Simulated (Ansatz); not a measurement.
# Run report: Si2H6O, geometry relaxation (part 2 of 2)

The same run, continued: Si2H6O; RKS PBE0-D4/def2-TZVP (Ansatz 0.2.0). 

Geometry of the input (Å):
```
Si 0.0997  0.5319  0.2190
H  -0.3187  -0.8893  0.0508
O  0.2087  1.1862  -1.2846
Si -0.5940  1.9487  -2.4824
H  1.4512  0.5952  0.8168
H  -0.9083  1.2783  1.0040
H  -1.6343  2.8516  -1.9209
H  0.3772  2.7436  -3.2739
H  -1.2509  0.9545  -3.3720
```

### Trajectory as extended XYZ, continued
```
9
Properties=species:S:1:pos:R:3:forces:R:3 step=6 energy=-17894.42345
Si    0.1024    0.5249    0.2016   -0.0030  -0.0126   0.0159
H    -0.3253   -0.8917    0.0652    0.0002   0.0031  -0.0005
O     0.1873    1.2278   -1.2698   -0.0040   0.0157  -0.0258
Si   -0.6006    1.9607   -2.4993    0.0070  -0.0070   0.0129
H     1.4471    0.5779    0.8249   -0.0022   0.0014  -0.0006
H    -0.8754    1.2461    1.0593    0.0026  -0.0001  -0.0008
H    -1.6505    2.8688   -1.9661    0.0001  -0.0008  -0.0012
H     0.3836    2.7434   -3.2851   -0.0010  -0.0006  -0.0006
H    -1.2381    0.9426   -3.3740    0.0004   0.0009   0.0007
9
Properties=species:S:1:pos:R:3:forces:R:3 step=7 energy=-17894.42349
Si    0.1024    0.5260    0.2030   -0.0017  -0.0097   0.0216
H    -0.3316   -0.8874    0.0527    0.0010   0.0047   0.0009
O     0.1872    1.2442   -1.2608   -0.0087   0.0222  -0.0347
Si   -0.6010    1.9623   -2.4992    0.0095  -0.0146   0.0153
H     1.4489    0.5680    0.8234   -0.0047  -0.0013  -0.0020
H    -0.8698    1.2424    1.0711    0.0031  -0.0030  -0.0038
H    -1.6568    2.8705   -1.9778    0.0033  -0.0016  -0.0008
H     0.3826    2.7415   -3.2894   -0.0026   0.0005   0.0011
H    -1.2315    0.9332   -3.3663    0.0008   0.0028   0.0024
9
Properties=species:S:1:pos:R:3:forces:R:3 step=8 energy=-17894.42325 accepted=F
Si    0.1032    0.5296    0.1999    0.0208   0.0580  -0.0727
H    -0.3519   -0.8738    0.0233    0.0041  -0.0015   0.0052
O     0.2164    1.2694   -1.2565   -0.0041  -0.0453   0.1120
Si   -0.5965    1.9610   -2.4927   -0.0175  -0.0005  -0.0500
H     1.4439    0.5474    0.8337   -0.0088  -0.0122  -0.0061
H    -0.8665    1.2500    1.0672   -0.0024  -0.0054  -0.0066
H    -1.6625    2.8587   -1.9734    0.0077  -0.0005   0.0061
H     0.3664    2.7455   -3.3032   -0.0049  -0.0016   0.0065
H    -1.2219    0.9127   -3.3416    0.0051   0.0090   0.0055
9
Properties=species:S:1:pos:R:3:forces:R:3 step=9 energy=-17894.42355
Si    0.1028    0.5287    0.2030    0.0009  -0.0060  -0.0035
H    -0.3392   -0.8808    0.0398   -0.0013   0.0021  -0.0013
O     0.1951    1.2600   -1.2550   -0.0031   0.0002   0.0009
Si   -0.5999    1.9617   -2.4979    0.0020   0.0043   0.0057
H     1.4488    0.5557    0.8250   -0.0062   0.0046  -0.0003
H    -0.8680    1.2423    1.0748    0.0064   0.0000  -0.0019
H    -1.6597    2.8683   -1.9819   -0.0013  -0.0043  -0.0013
H     0.3767    2.7426   -3.2949   -0.0007  -0.0048  -0.0021
H    -1.2262    0.9222   -3.3560    0.0033   0.0039   0.0039
9
Properties=species:S:1:pos:R:3:forces:R:3 step=10 energy=-17894.42357
Si    0.1031    0.5303    0.2018    0.0051   0.0208  -0.0204
H    -0.3505   -0.8734    0.0210    0.0026   0.0036  -0.0009
O     0.2053    1.2800   -1.2475    0.0023  -0.0193   0.0334
Si   -0.5982    1.9630   -2.4951   -0.0091  -0.0056  -0.0150
H     1.4470    0.5429    0.8285   -0.0023  -0.0046  -0.0048
H    -0.8626    1.2428    1.0795   -0.0030  -0.0028  -0.0001
H    -1.6661    2.8637   -1.9856    0.0046   0.0031  -0.0022
H     0.3707    2.7411   -3.3042   -0.0026   0.0024   0.0056
H    -1.2182    0.9102   -3.3417    0.0022   0.0024   0.0044
9
Properties=species:S:1:pos:R:3:forces:R:3 step=11 energy=-17894.42360
Si    0.1030    0.5307    0.2023    0.0043   0.0071  -0.0161
H    -0.3496   -0.8731    0.0207    0.0007   0.0015   0.0017
O     0.2042    1.2797   -1.2470   -0.0013  -0.0074   0.0194
Si   -0.5986    1.9624   -2.4953   -0.0021   0.0019  -0.0082
H     1.4476    0.5429    0.8272   -0.0020  -0.0016  -0.0004
H    -0.8632    1.2420    1.0804   -0.0007  -0.0009   0.0009
H    -1.6653    2.8655   -1.9875    0.0002  -0.0013   0.0004
H     0.3709    2.7414   -3.3027   -0.0005  -0.0019   0.0004
H    -1.2184    0.9092   -3.3413    0.0013   0.0026   0.0020
9
Properties=species:S:1:pos:R:3:forces:R:3 step=12 energy=-17894.42363
Si    0.1030    0.5310    0.2028   -0.0001   0.0000   0.0001
H    -0.3493   -0.8724    0.0176    0.0001   0.0002  -0.0003
O     0.2011    1.2853   -1.2431   -0.0003   0.0005   0.0004
Si   -0.5991    1.9633   -2.4958   -0.0002   0.0002  -0.0001
H     1.4485    0.5410    0.8257    0.0000  -0.0002  -0.0002
H    -0.8621    1.2382    1.0856    0.0002  -0.0004   0.0005
H    -1.6665    2.8681   -1.9930   -0.0001   0.0002  -0.0005
H     0.3722    2.7388   -3.3041    0.0002  -0.0003  -0.0001
H    -1.2174    0.9072   -3.3390    0.0002  -0.0002   0.0002
9
Properties=species:S:1:pos:R:3:forces:R:3 step=13 energy=-17894.42367
Si    0.1029    0.5323    0.2041   -0.0030  -0.0043   0.0105
H    -0.3524   -0.8684    0.0048   -0.0004   0.0011  -0.0006
O     0.1984    1.3027   -1.2330   -0.0028   0.0078  -0.0155
Si   -0.5996    1.9649   -2.4957    0.0043  -0.0016   0.0083
H     1.4500    0.5329    0.8234    0.0015   0.0003  -0.0002
H    -0.8582    1.2312    1.0979    0.0009  -0.0016  -0.0012
H    -1.6706    2.8727   -2.0060   -0.0004  -0.0008  -0.0010
H     0.3725    2.7340   -3.3091    0.0013   0.0005  -0.0005
H    -1.2125    0.8983   -3.3295   -0.0013  -0.0014   0.0002
9
Properties=species:S:1:pos:R:3:forces:R:3 step=14 energy=-17894.41818 accepted=F
Si    0.1025    0.5446    0.2164   -0.0782   0.0414  -0.0683
H    -0.3820   -0.8289   -0.1186    0.0304   0.1336   0.0216
O     0.1712    1.4707   -1.1356   -0.1655  -0.0053  -0.1388
Si   -0.6040    1.9811   -2.4950    0.0586  -0.1130   0.2525
H     1.4659    0.4563    0.7993   -0.0399   0.0196  -0.0409
H    -0.8226    1.1605    1.2156    0.0789  -0.0623  -0.1081
H    -1.7101    2.9160   -2.1328    0.0858  -0.0892  -0.0261
H     0.3776    2.6865   -3.3559   -0.0082  -0.0180   0.0329
H    -1.1681    0.8139   -3.2366    0.0380   0.0931   0.0753
9
Properties=species:S:1:pos:R:3:forces:R:3 step=15 energy=-17894.42367
Si    0.1028    0.5327    0.2044    0.0038   0.0029  -0.0108
H    -0.3534   -0.8671    0.0011    0.0005   0.0005  -0.0004
O     0.1988    1.3071   -1.2313    0.0046  -0.0079   0.0190
Si   -0.5993    1.9654   -2.4953   -0.0051  -0.0009  -0.0074
H     1.4504    0.5314    0.8229   -0.0026  -0.0001  -0.0004
H    -0.8582    1.2292    1.0998   -0.0004   0.0014   0.0010
H    -1.6711    2.8734   -2.0084   -0.0008   0.0027  -0.0002
H     0.3727    2.7326   -3.3107   -0.0011  -0.0001  -0.0003
H    -1.2123    0.8960   -3.3257    0.0011   0.0015  -0.0006
9
Properties=species:S:1:pos:R:3:forces:R:3 step=16 energy=-17894.42369
Si    0.1029    0.5329    0.2045   -0.0009   0.0002   0.0027
H    -0.3534   -0.8664   -0.0025    0.0000   0.0000  -0.0007
O     0.1987    1.3113   -1.2286   -0.0008   0.0009  -0.0026
Si   -0.5996    1.9655   -2.4951    0.0014   0.0022   0.0001
H     1.4503    0.5298    0.8231    0.0005  -0.0004  -0.0002
H    -0.8577    1.2272    1.1021    0.0001  -0.0006  -0.0001
H    -1.6715    2.8753   -2.0114   -0.0002  -0.0006   0.0001
H     0.3724    2.7309   -3.3123    0.0001  -0.0005   0.0000
H    -1.2117    0.8940   -3.3232   -0.0002  -0.0012   0.0007
9
Properties=species:S:1:pos:R:3:forces:R:3 step=17 energy=-17894.42370
Si    0.1029    0.5334    0.2048   -0.0013  -0.0008   0.0041
H    -0.3538   -0.8647   -0.0087   -0.0008  -0.0001  -0.0001
O     0.1987    1.3185   -1.2246   -0.0030   0.0041  -0.0077
Si   -0.5996    1.9661   -2.4946    0.0032   0.0020   0.0015
H     1.4504    0.5270    0.8230    0.0014   0.0000   0.0004
H    -0.8572    1.2241    1.1059    0.0003  -0.0013  -0.0004
H    -1.6723    2.8777   -2.0158    0.0008  -0.0019   0.0001
H     0.3722    2.7281   -3.3151    0.0000  -0.0005   0.0007
H    -1.2108    0.8904   -3.3181   -0.0007  -0.0014   0.0014
9
Properties=species:S:1:pos:R:3:forces:R:3 step=18 energy=-17894.42372
Si    0.1031    0.5362    0.2057   -0.0080   0.0019  -0.0010
H    -0.3573   -0.8561   -0.0398    0.0025   0.0059   0.0014
O     0.1990    1.3547   -1.2053   -0.0133   0.0064  -0.0157
Si   -0.5996    1.9690   -2.4925    0.0073  -0.0020   0.0132
H     1.4509    0.5137    0.8226    0.0021  -0.0011  -0.0016
H    -0.8547    1.2075    1.1240    0.0028  -0.0036  -0.0041
H    -1.6758    2.8891   -2.0377    0.0051  -0.0078  -0.0011
H     0.3714    2.7149   -3.3289   -0.0014  -0.0044   0.0032
H    -1.2066    0.8716   -3.2912    0.0029   0.0047   0.0057
9
Properties=species:S:1:pos:R:3:forces:R:3 step=19 energy=-17894.42374
Si    0.1026    0.5368    0.2054    0.0010  -0.0032   0.0005
H    -0.3572   -0.8552   -0.0409   -0.0015   0.0019   0.0006
O     0.1992    1.3559   -1.2050   -0.0054   0.0033  -0.0045
Si   -0.5995    1.9692   -2.4919    0.0036  -0.0021   0.0009
H     1.4509    0.5129    0.8215    0.0004   0.0014   0.0013
H    -0.8552    1.2076    1.1237    0.0016  -0.0016  -0.0010
H    -1.6761    2.8883   -2.0373    0.0021  -0.0013  -0.0010
H     0.3717    2.7137   -3.3291   -0.0010   0.0010   0.0015
H    -1.2059    0.8713   -3.2897   -0.0007   0.0005   0.0017
9
Properties=species:S:1:pos:R:3:forces:R:3 step=20 energy=-17894.42375
Si    0.1026    0.5365    0.2060   -0.0002   0.0000   0.0001
H    -0.3574   -0.8552   -0.0409    0.0000   0.0000   0.0000
O     0.1960    1.3573   -1.2036    0.0001   0.0001   0.0002
Si   -0.5997    1.9695   -2.4925   -0.0003   0.0000   0.0000
H     1.4519    0.5131    0.8200    0.0002   0.0000  -0.0001
H    -0.8538    1.2056    1.1267    0.0001  -0.0002   0.0002
H    -1.6765    2.8896   -2.0407    0.0000   0.0001  -0.0003
H     0.3730    2.7131   -3.3284    0.0002   0.0000  -0.0001
H    -1.2056    0.8710   -3.2898    0.0000  -0.0001   0.0000
```

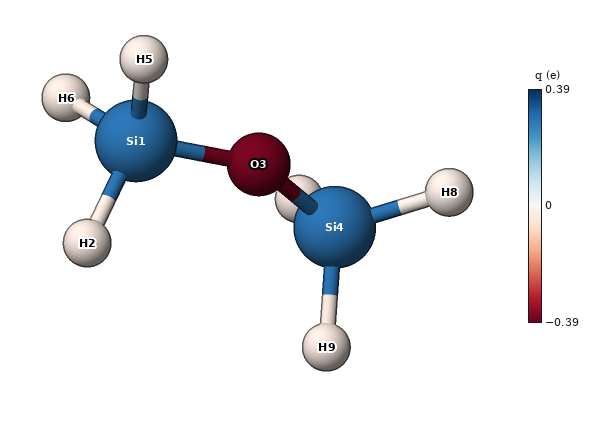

Fig. 1: Mulliken charges, as the colour of each atom (ball-and-stick view, seen at a tilt; atoms are numbered from 1 in the order of the input). By element: Si +0.28, H −0.03 and O −0.37 e.

### Key numbers

```csv
quantity,value
outcome,converged
total energy,−17894.4238 eV
mean-field energy,−17894.2886 eV
dispersion energy,−0.1352 eV
SCF solution under orbital rotations,stable
largest force (length of the vector) at the end,under 0.001 eV/Å
dipole moment,0.28 D
wall time,33 s (CPU time 3.1 min)
peak memory,0.67 GiB
```
